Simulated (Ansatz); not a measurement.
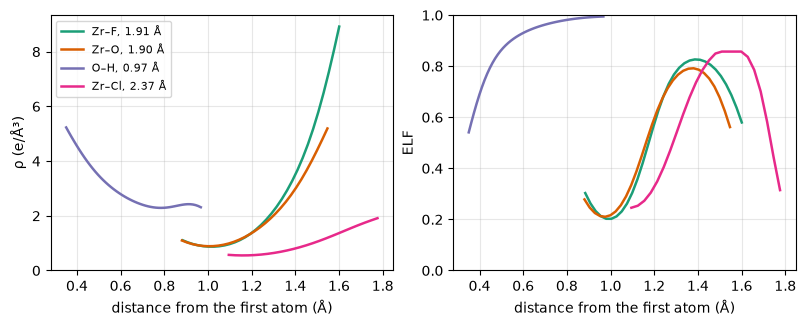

Figure 1: ClF2HOZr. Electron density and ELF along straight lines between neighbouring atoms. The curves leave out the atomic cores.

Core potentials replace the inner electrons of Zr.

Computed with RKS PBE-D4/def2-SVP in Ansatz.

```xyz
6

Zr   -0.0062    0.0179    0.1316
Cl    0.1704    0.2602    2.4807
F     1.7369   -0.0928   -0.6453
F    -0.9174    1.5248   -0.6119
O    -0.9781   -1.5675   -0.2769
H    -1.4756   -2.3708   -0.4830
```

Compare the contacts.

Zr–F (1.91 Å): the density is about 0.92 e/Å³ at the midpoint; the ELF peaks at about 0.85 in the valence shell of F, 0.5 Å from its nucleus, and drops to about 0.20 between the two atoms.
Zr–O (1.90 Å): the density is about 0.93 e/Å³ at the midpoint; the ELF peaks at about 0.80 in the valence shell of O, 0.5 Å from its nucleus, and drops to about 0.20 between the two atoms.
O–H (0.97 Å): ρ at the midpoint is about 3.6 e/Å³; the ELF climbs to about 1 towards the hydrogen, as it does in any bond to H (a covalent bond by its length).
Zr–Cl (2.37 Å): ρ at the midpoint is about 0.55 e/Å³; the ELF peaks at about 0.85 in the valence shell of Cl, 0.9 Å from its nucleus, and is about 0.30 at the midpoint.
